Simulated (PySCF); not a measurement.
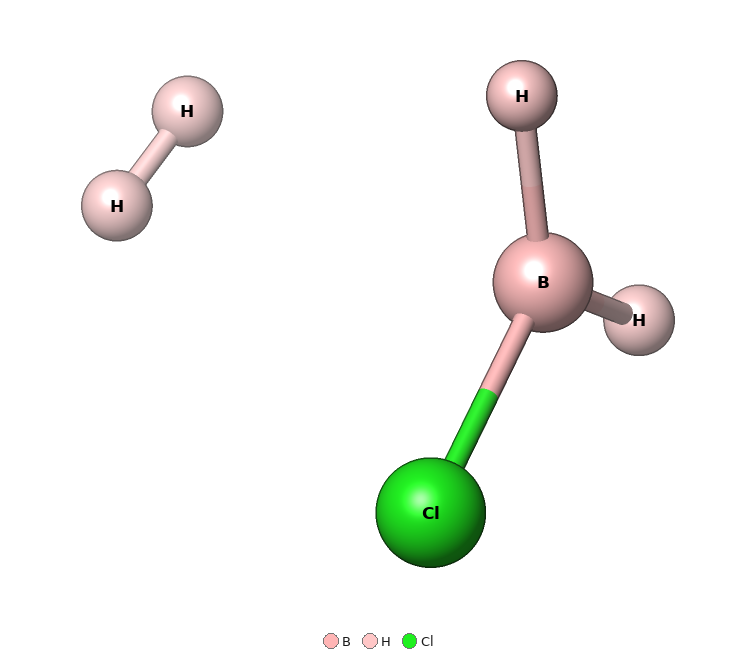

Atoms fade into the background with distance from the viewer. The geometry was computed by an optimisation with PBE0-D4/def2-TZVP. No frequency run is at hand to confirm it as a minimum.

Which symmetry elements does this geometry have?

Answer. It has 1 mirror plane, so the point group is Cs. The group has 2 operations. The geometry is achiral, and symmetry allows a dipole moment.
